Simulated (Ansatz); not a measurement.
```xyz
5
Lattice="4.3576 0.0000 0.0000 0.0000 4.3576 0.0000 0.0000 0.0000 4.3576" Properties=species:S:1:pos:R:3 pbc="T T T"
Cu    0.0000    2.1788    2.1788
Cu    2.1788    0.0000    2.1788
Cu    2.1788    2.1788    0.0000
P     2.1788    2.1788    2.1788
P     0.0000    0.0000    0.0000
```

Space group Pm-3m; a structure generated by program, which may or may not match a known phase; computed without spin polarisation.

Method: DFT PBE, scalar-relativistic, plane waves, PAW (Ansatz).

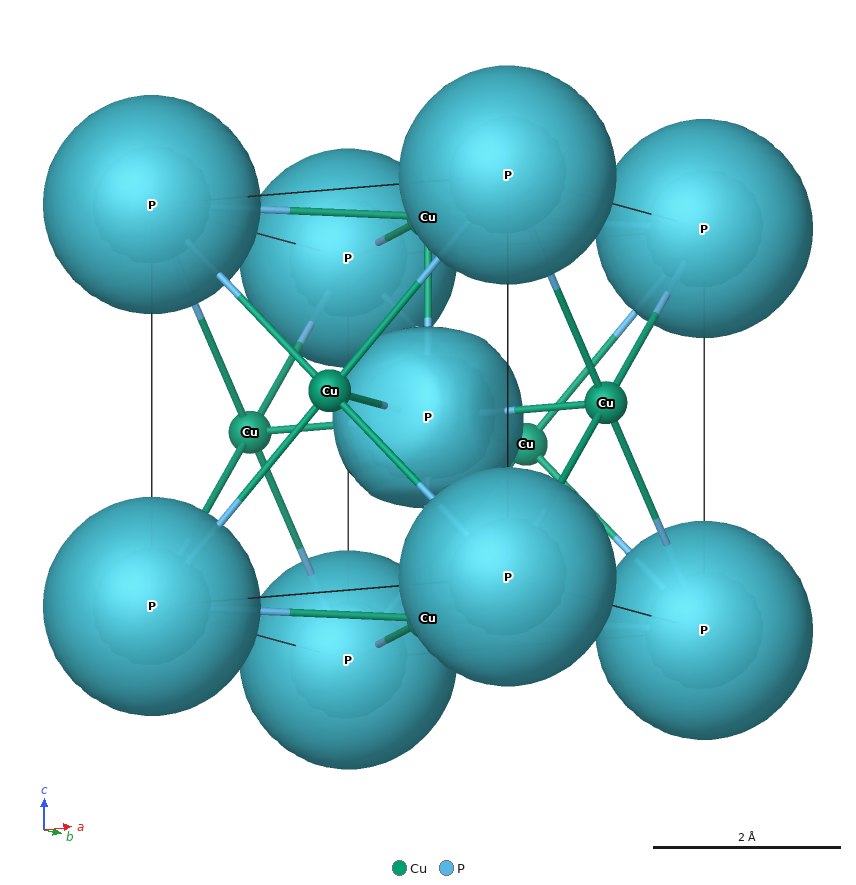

Cu3P2. Isosurface of the electron localisation function at 0.7 (cyan), seen at an oblique angle. Only the valence region is drawn (cores and ρ < 0.01 e/Å³ removed). Sticks mark near contacts.

In a PAW calculation such maps are meaningful between the atoms, not at the nuclei.

Describe the localisation domains.

The ELF exceeds this value in two regions wrapped around P (the valence shell of each), counted in one cell of 5 atoms. Regions shared between cells count once. Profiles from the grid: Cu–P (2.18 Å): the ELF peaks at about 0.80 in the valence shell of P, 0.8 Å from its nucleus, and is about 0.50 at the midpoint.
